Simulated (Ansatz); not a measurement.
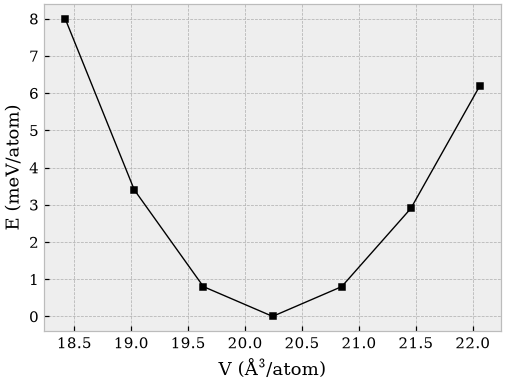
Figure. Li (bcc (W type), Im-3m) under volume change, DFT-PBEsol in the program Ansatz with PAW potentials, shape and atoms relaxed at each volume.

Problem. What does a third-order Birch–Murnaghan fit give for V₀, B₀ and B′?

Solution. V₀ = 20.24 Å³/atom, B₀ = 13.7 GPa, B′ = 3.3.

The cell was relaxed with PBEsol under the symmetry of its start.

Potentials: the earlier of the program's two PAW sets. The files were generated under PBE; for other functionals the program regenerates the frozen cores, and for LDA and PBEsol the local potential too.
